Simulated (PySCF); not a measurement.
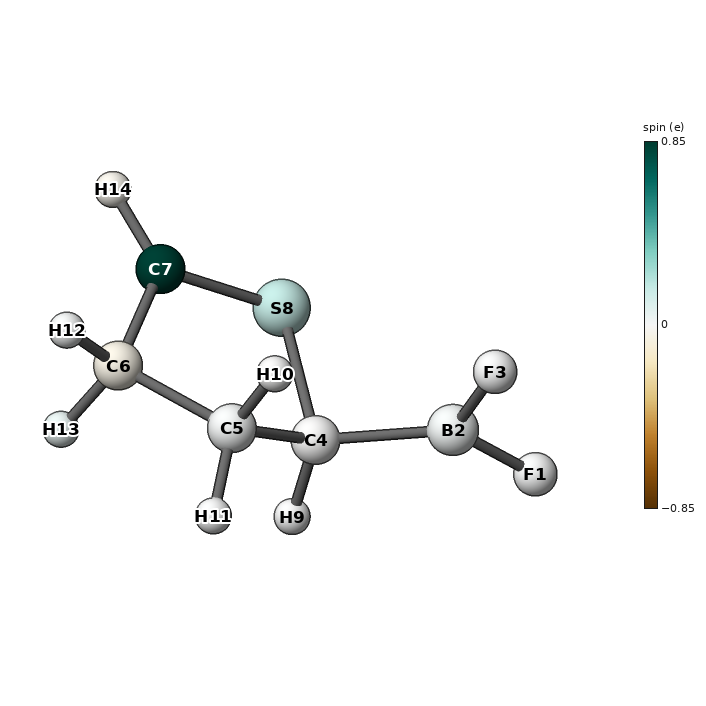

Atoms are coloured by their Mulliken spin populations. State: neutral, doublet. The geometry was computed by an optimisation with GFN2-xTB. No frequency run is at hand to confirm it as a minimum. Level of theory: UKS B3LYP, pcH-1 on B C F H S, non-relativistic (PySCF 2.14.0).

Give the Mulliken spin populations atom by atom.

```
atom  value (e)
  F1       0.00
  B2       0.02
  F3       0.00
  C4       0.00
  C5       0.01
  C6      −0.06
  C7       0.83
  S8       0.18
  H9       0.00
 H10       0.00
 H11       0.00
 H12       0.01
 H13       0.05
 H14      −0.04
```

Mulliken values depend strongly on the basis set. The geometry is semi-empirical. Around B such bond lengths and angles can be off by a tenth of an ångström or more and by several degrees, and values that hang on the shape move with them.
